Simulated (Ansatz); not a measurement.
**BrH₆NSi₂: up Jacob's ladder to CCSD(T)**

How much do the methods differ for BrH₆NSi₂? The plan is to run it at one geometry with functionals of several rungs and with coupled cluster. The yardstick is the atomisation energy at the CCSD(T) limit.

Program: Ansatz 0.2.0, Gaussian basis. Level of theory: functionals in def2-TZVPP, the program's frozen cores in correlated methods. These are calculated values, not measurements.

Plan: LDA (SPW92), PBE-D4, revPBE-D4, BLYP-D4, r2SCAN-D4, B97M-V, PBE0-D4, B3LYP-D4, r2SCANh-D4, r2SCAN0-D4, HSE06-D4, BHLYP-D4, CAM-B3LYP-D4, LC-ωPBE, ωB97X-V, ωB97M-V, B2PLYP, PBE-QIDH; CCSD(T)/def2-SVP; CCSD(T)/def2-TZVPP; MP2/def2-QZVPP; extrapolation to the limit; RPA on PBE.

### 1 The geometry

An earlier PBE0-D4 in a triple-zeta def2 set relaxation fixed the geometry.

SMILES `N[SiH]([SiH3])Br`, 10 atoms, charge 0, spin multiplicity 1.

Atoms are counted from 1 here; the program's logs count them from 0.

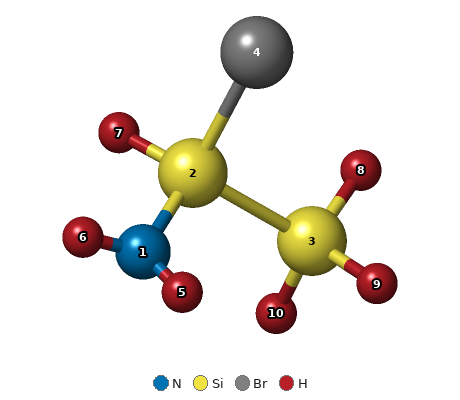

The structure; nitrogen blue, silicon yellow, bromine grey, hydrogen red; atoms are numbered from 1 in the order of the file.

### 2 LDA

This LDA is Slater exchange with PW92 correlation.

The input, in.yaml:

```yaml
crystal:
  periodic: [false, false, false]
  atoms:
    - {symbol: N, position_ang: [-0.486369, 1.721578, 0.103997]}
    - {symbol: Si, position_ang: [-0.488508, 0.105561, 0.652633]}
    - {symbol: Si, position_ang: [1.071060, -1.148338, -0.550846]}
    - {symbol: Br, position_ang: [-2.453904, -0.971670, 0.391630]}
    - {symbol: H, position_ang: [-0.524113, 1.921234, -0.883133]}
    - {symbol: H, position_ang: [-0.965545, 2.433061, 0.633970]}
    - {symbol: H, position_ang: [-0.265753, 0.138111, 2.117458]}
    - {symbol: H, position_ang: [0.972424, -2.578726, -0.163682]}
    - {symbol: H, position_ang: [0.770189, -1.010897, -2.001992]}
    - {symbol: H, position_ang: [2.453618, -0.660914, -0.297037]}
basis:
  gaussian: {orbitals: def2-TZVPP}
hamiltonian: {xc: lda}
output: {orbitals: {seedname: orbitals}}
```

The runs that follow: PBE-D4 (GGA); revPBE-D4 (GGA); BLYP-D4 (GGA); r2SCAN-D4 (meta-GGA); B97M-V (meta-GGA); PBE0-D4 (hybrid); B3LYP-D4 (hybrid); r2SCANh-D4 (hybrid); r2SCAN0-D4 (hybrid); HSE06-D4 (hybrid); BHLYP-D4 (hybrid); CAM-B3LYP-D4 (range-separated); LC-ωPBE-D4 (range-separated); ωB97X-V (range-separated); ωB97M-V (range-separated); B2PLYP (double hybrid); PBE-QIDH (double hybrid); CCSD(T) in def2-SVP; CCSD(T) in def2-TZVPP; MP2 in def2-QZVPP; RPA on PBE orbitals.

Before running them: what should the planned runs give, taken together? Wanted: atomisation energy, CCSD(T)/CBS; farthest beyond LDA; mean size of error, GGA; mean size of error, meta-GGA; mean size of error, hybrid; mean size of error, range-separated; mean size of error, double hybrid; gap, smallest and largest; T1 diagnostic.

As calculated:

| quantity | value |
| --- | --- |
| atomisation energy, CCSD(T)/CBS | 31.996 eV |
| functionals within 0.320 eV (1.0 %) | PBE-D4, r2SCAN-D4, B97M-V, B3LYP-D4, CAM-B3LYP-D4, ωB97X-V, ωB97M-V |
| farthest beyond LDA | revPBE-D4 (-0.726 eV) |
| mean size of error, GGA | 0.418 eV |
| mean size of error, meta-GGA | 0.125 eV |
| mean size of error, hybrid | 0.414 eV |
| mean size of error, range-separated | 0.230 eV |
| mean size of error, double hybrid | 0.601 eV |
| gap, smallest and largest | 5.34 eV (LDA (SPW92)), 12.19 eV (LC-ωPBE) |
| T1 diagnostic | 0.0099 |
| triples share of the correlation energy | 3.5 % |

What this shows: The LDA atomisation energy is off by 3.655 eV (11 %): it overbinds. PBE-D4 is off by -0.130 eV. Double hybrids carry the basis error of their MP2 part in triple zeta, and no dispersion term here, so their miss is partly the set-up's. The rungs meta-GGA, range-separated miss on average by less than the doubt on the reference (0.320 eV), so they tie. Misses under about 0.320 eV are within the doubt on the reference itself, which lacks core-valence correlation, relativity and higher excitations, and its outer-core shells are covered unevenly. All levels share the lack of spin-orbit coupling, which lowers the free heavy atoms and so the true binding. Hartree-Fock recovers 72 % of the binding; the rest is correlation. CCSD(T) in def2-SVP is off by -2.752 eV, which most functionals beat. Orbital gaps span 5.3 to 12.2 eV; exact exchange widens them. Correlated methods include outer-core shells of Br, which these sets cover unevenly.
